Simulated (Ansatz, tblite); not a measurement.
# C₁₀H₁₀ClF₁₃Si: spin-state energies by level

Is the singlet the ground state of C₁₀H₁₀ClF₁₃Si? Other spin states are computed and compared level by level.

Program: Ansatz 0.2.0, Gaussian basis. Level of theory: as each input shows. These are calculated values, not measurements.

Levels to be run: triplet, at the geometry of the singlet (GFN1-xTB, GFN2-xTB, PBE0-D4/def2-TZVP, PBE-D4/def2-TZVP); the singlet's energies come from earlier runs.

1 further run of the same task is left out (it didn't finish).

## (1) The relaxed structure

The geometry is that of the singlet, from an earlier relaxation (r2SCAN-D4/def2-SVP).

SMILES `C[Si](C)(Cl)CCC(F)(F)C(F)(F)C(F)(F)C(F)(F)C(F)(F)C(F)(F)F`, 35 atoms, charge 0, spin multiplicity 1.

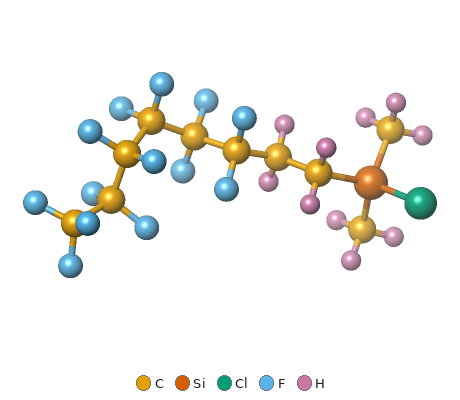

The geometry (carbon amber, silicon orange, chlorine teal, fluorine blue, hydrogen pink).

## (2) Triplet at the fixed geometry, GFN1-xTB

Tight binding, by tblite at 300 K electronic temperature and without a spin-polarisation term:

```python
tblite.interface.Calculator('GFN1-xTB', numbers, positions, charge=0, uhf=2).singlepoint()
```

Energy -2701.9679 eV; 0.12 s.

## (3) Triplet at the fixed geometry, GFN2-xTB

Tight binding, by tblite at 300 K electronic temperature and without a spin-polarisation term:

```python
tblite.interface.Calculator('GFN2-xTB', numbers, positions, charge=0, uhf=2).singlepoint()
```

Energy -2559.8435 eV; 0.12 s.

## (4) Triplet at the fixed geometry, PBE0-D4/def2-TZVP

File in.yaml:

```yaml
crystal:
  periodic: [false, false, false]
  atoms:
    - {symbol: C, position_ang: [-3.992142, 2.073853, -0.037823]}
    - {symbol: Si, position_ang: [-3.925492, 0.395651, 0.782125]}
    - {symbol: C, position_ang: [-4.832434, -0.900804, -0.212736]}
    - {symbol: Cl, position_ang: [-4.857517, 0.548730, 2.649490]}
    - {symbol: C, position_ang: [-2.147637, -0.122210, 1.128728]}
    - {symbol: C, position_ang: [-1.296198, -0.300982, -0.129374]}
    - {symbol: C, position_ang: [0.126707, -0.693187, 0.214726]}
    - {symbol: F, position_ang: [0.149123, -1.879177, 0.875830]}
    - {symbol: F, position_ang: [0.684772, 0.240528, 1.029335]}
    - {symbol: C, position_ang: [1.026452, -0.822920, -1.035975]}
    - {symbol: F, position_ang: [0.388577, -1.627014, -1.918844]}
    - {symbol: F, position_ang: [1.155863, 0.402324, -1.595129]}
    - {symbol: C, position_ang: [2.447030, -1.432745, -0.889118]}
    - {symbol: F, position_ang: [2.968325, -1.483568, -2.130933]}
    - {symbol: F, position_ang: [2.321590, -2.690646, -0.428764]}
    - {symbol: C, position_ang: [3.493541, -0.740786, 0.031624]}
    - {symbol: F, position_ang: [4.628853, -1.459917, -0.116037]}
    - {symbol: F, position_ang: [3.082465, -0.844813, 1.305146]}
    - {symbol: C, position_ang: [3.836108, 0.741992, -0.269592]}
    - {symbol: F, position_ang: [2.860963, 1.528019, 0.214254]}
    - {symbol: F, position_ang: [3.941115, 0.928113, -1.597900]}
    - {symbol: C, position_ang: [5.171887, 1.203277, 0.372438]}
    - {symbol: F, position_ang: [5.221697, 0.835127, 1.652656]}
    - {symbol: F, position_ang: [5.240027, 2.531706, 0.301617]}
    - {symbol: F, position_ang: [6.210793, 0.686698, -0.275226]}
    - {symbol: H, position_ang: [-3.524367, 2.048249, -1.036405]}
    - {symbol: H, position_ang: [-3.468382, 2.831480, 0.566573]}
    - {symbol: H, position_ang: [-5.034696, 2.406194, -0.165008]}
    - {symbol: H, position_ang: [-5.890805, -0.623981, -0.342581]}
    - {symbol: H, position_ang: [-4.389842, -1.014026, -1.216679]}
    - {symbol: H, position_ang: [-4.799917, -1.881059, 0.288892]}
    - {symbol: H, position_ang: [-2.163901, -1.063037, 1.705710]}
    - {symbol: H, position_ang: [-1.690425, 0.636038, 1.787514]}
    - {symbol: H, position_ang: [-1.240328, 0.628158, -0.720926]}
    - {symbol: H, position_ang: [-1.701813, -1.085253, -0.787609]}
basis:
  gaussian: {orbitals: def2-TZVP, fitting: {mean_field: def2-universal-jkfit}}
magnetization: {spin_polarized: true, initial_magnetization: 2}
hamiltonian: {xc: pbe0, dispersion: d4}
scf: {omitted_lower_state_checks: [starts]}
output: {orbitals: {seedname: orbitals}}
```

Started as:

```console
$ ansatz run in.yaml --threads 2 --pin off --events-out ev --progress --plain --max-ram 32768MiB --backend cuda --devices 0, --max-vram 18GiB
```

Standard output:

```text
Functional definition: PBE0
  name "PBE0"
  cite "Adamo & Barone, J. Chem. Phys. 110, 6158 (1999) doi:10.1063/1.478522"
  cite "Perdew, Burke & Ernzerhof, Phys. Rev. Lett. 77, 3865 (1996) doi:10.1103/PhysRevLett.77.3865"
  parent pbe
  parameter a = 0.25
  parameter kappa = 0.804
  parameter beta = 0.06672455060314922
  exchange = (1 - a)*pbe_x(kappa = kappa, mu = beta*pi^2/3) + a*exact_x
  correlation = pbe_c(beta = beta)
these checks for a lower state are left out or cut short: starts
2187 factors; integrals over basis functions are off by at most 1.6e0 eV
mean field evaluation 1: about -66190.1087 eV, gradient 7.8e1 eV
mean field evaluation 2: about -66152.2527 eV, gradient 1.1e2 eV
mean field evaluation 4: about -66212.1913 eV, gradient 2.0e1 eV
mean field evaluation 8: about -66214.5824 eV, gradient 6.9e-1 eV
mean field evaluation 16: about -66214.5787 eV, gradient 1.9e-2 eV
mean field evaluation 32: about -66214.5788 eV, gradient 8.3e-5 eV
mean field -66214.57877306 eV, -2433.3408880563 hartree, gradient 6.5e-6 eV, S^2 2.005279; 0 other end points of the search recorded, 0 dependent functions left out
reference -66214.57882038 eV, -2433.3408897953 hartree; 110, 108 occupied and 737, 739 virtual orbitals, 2187 factors
Total energy: -66215.59516294 eV, -2433.3782396955 hartree
Checks for a lower state left out: starts
```

Run time: 31 s. Hardware: 1 × H100 (card shared with other runs) with 2 threads of AMD EPYC 7R13, shared host; peak host memory 1.6 GiB.

From the report: HOMO -1.12 eV, LUMO -6.89 eV (over both spins; with the spin held, an empty level of the minority spin lies below the top filled one); ⟨S²⟩ 2.005 (pure: 2.00).

## (5) Triplet at the fixed geometry, PBE-D4/def2-TZVP

start.molden holds the orbitals of an earlier run on this state, given as this run's starting guess.

in.yaml: that of step 4 with these lines changed.

```diff
@@ -39,5 +39,5 @@
 basis:
-  gaussian: {orbitals: def2-TZVP, fitting: {mean_field: def2-universal-jkfit}}
+  gaussian: {orbitals: def2-TZVP, fitting: {mean_field: def2-universal-jkfit}, initial_orbitals: start.molden}
 magnetization: {spin_polarized: true, initial_magnetization: 2}
-hamiltonian: {xc: pbe0, dispersion: d4}
+hamiltonian: {xc: pbe, dispersion: d4}
 scf: {omitted_lower_state_checks: [starts]}
```

Same command.

Standard output:

```text
Functional definition: PBE
  name "PBE"
  cite "Perdew, Burke & Ernzerhof, Phys. Rev. Lett. 77, 3865 (1996) doi:10.1103/PhysRevLett.77.3865"
  parent pbe
  parameter kappa = 0.804
  parameter beta = 0.06672455060314922
  exchange = pbe_x(kappa = kappa, mu = beta*pi^2/3)
  correlation = pbe_c(beta = beta)
these checks for a lower state are left out or cut short: starts
2187 factors; integrals over basis functions are off by at most 1.6e0 eV
mean field evaluation 1: about -66211.9780 eV, gradient 1.8e1 eV
mean field evaluation 2: about -66212.6558 eV, gradient 8.0e-1 eV
mean field evaluation 4: about -66212.5467 eV, gradient 3.9e0 eV
mean field evaluation 8: about -66212.7376 eV, gradient 1.5e-2 eV
mean field evaluation 16: about -66212.7376 eV, gradient 6.4e-5 eV
mean field -66212.73757090 eV, -2433.2732251251 hartree, gradient 2.9e-6 eV, S^2 2.001807; 0 other end points of the search recorded, 0 dependent functions left out
reference -66212.73763425 eV, -2433.2732274530 hartree; 110, 108 occupied and 737, 739 virtual orbitals, 2187 factors
Total energy: -66213.91646739 eV, -2433.3165487722 hartree
Checks for a lower state left out: starts
```

Run time: 26 s. Hardware: 1 × H100 (card shared with other runs) with 2 threads of AMD EPYC 7R13, shared host; peak host memory 1.5 GiB.

From the report: HOMO -0.76 eV, LUMO -7.54 eV (over both spins; with the spin held, an empty level of the minority spin lies below the top filled one); ⟨S²⟩ 2.002 (pure: 2.00).

## (6) Triplet less singlet, vertical

The singlet's energies are those of its earlier runs, whose logs aren't repeated here.

| level | triplet less singlet, vertical (kJ/mol) | time |
| --- | --- | --- |
| GFN1-xTB | +710.7 | 0.27 s |
| GFN2-xTB | +631.0 | 0.21 s |
| PBE-D4/def2-TZVP | +659.7 | 41 s |
| PBE0-D4/def2-TZVP | +733.2 | 46 s |

Times add the two runs; a level without a time comes out of a correlated run. Tight binding without a spin term can't rank spin states.

## (7) Outcome

| quantity | value |
| --- | --- |
| triplet less singlet, vertical, functionals in def2-TZVP | +659.7 (PBE-D4) to +733.2 kJ/mol (PBE0-D4) |

**Reading.** All functionals put the triplet above the singlet, over a spread of 73.6 kJ/mol. The checks for a lower triplet were left out, so another state of that spin may lie lower. These are electronic energies, without zero-point motion, entropy or surroundings.
